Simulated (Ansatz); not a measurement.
# Force difference against the spacing of support functions in twisted Ti2CO2 MXene bilayer, 38.21° (70 atoms)

The cell holds 70 atoms: 14 C, 28 Ti and 28 O. Cell: a = 8.017 Å, b = 8.017 Å, c = 23.800 Å, α = 90.0°, β = 90.0°, γ = 120.0°. It derives from Ti2CO2 (Ti2CO2 MXene). Ti2CO2 MXene (a = 3.03 Å) under Ti2CO2 MXene (a = 3.03 Å), bilayer, commensurate cell of 7 unit cells a layer, twist 38.21 deg; facing planes 2.92 Å apart; 12 Å of vacuum; layers as built, displaced by a Gaussian of 0.01 Å. Regions: layer 1, 35 atoms (7 C, 14 Ti and 14 O); layer 2, 35 atoms (7 C, 14 Ti and 14 O). Vacuum lies along c.

Calculated with Ansatz 0.2.0: Kohn-Sham DFT, PBE+D4, PAW (set soft_2), localised support functions (medium), with the spacing typed; the reference is Kohn-Sham DFT, PBE+D4, PAW (set soft_2), plane waves, cutoff 420 eV, k-mesh 3×3×1, gaussian smearing of 0.05 eV, with an r.m.s. force component of 0.176 eV/Å.

| spacing (Å) | r.m.s. force difference (meV/Å) | time |
| --- | --- | --- |
| 0.165 | 0.783 | 6.2 min |
| 0.211 | ? | ? |
| 0.238 | 1.156 | 3.6 min |
| 0.275 | 8.728 | 3.2 min |

**Question.** Fit a power law of the spacing to the rows given and interpolate to the withheld row.

Worked fit:

A power law y = A x^b is a line in u = ln x and v = ln y.

```
u = ln x   v = ln y
-1.80181  -0.244623
-1.43548   0.144966
-1.29098    2.16654
```

With n = 3: mean u = -1.50943, mean v = 0.688960, Σ(u − ū)² = 0.13867, Σ(u − ū)(v − v̄) = 0.55551. Slope b = 0.55551 / 0.13867 = 4.0059; intercept a = v̄ − b ū = 6.7355.

At the withheld row u = -1.556, v = a + b u = 0.5028, and y = exp(v).

Prediction at 0.211: 1.653 meV/Å. The run gave 0.929 meV/Å, so the fit is high by 0.72 meV/Å (78 % of the value).

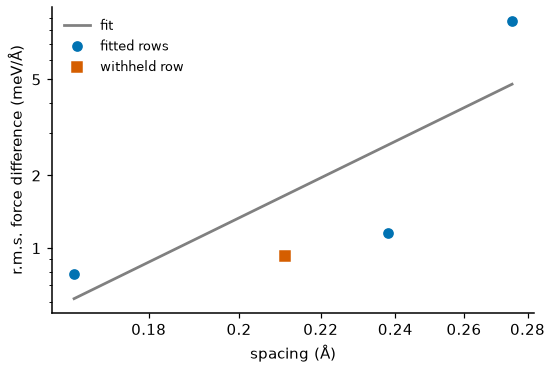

The fit, the rows that it rests on and the withheld row.

The fitted exponent is 4.0. Between neighbouring rows, the withheld one included, the exponents are 0.70, 1.8 and 14, so one power law doesn't hold over the range: the values level off at a floor. Among the rows given, the largest relative miss of the fit is at 0.238, by 1.5 meV/Å (132 %).

Limits: The difference holds the reference's own basis error, which sets a floor under it.

[Logs are printed without paths, hosts, clocks, repeated set-up lines and the standing remarks that a program may print on its own settings, such as how far it seeks lower states.]

[Hosts, paths, dates, database ids (printed as entryN), source tags and the programs' standing remarks are cut or masked in the printed files.]
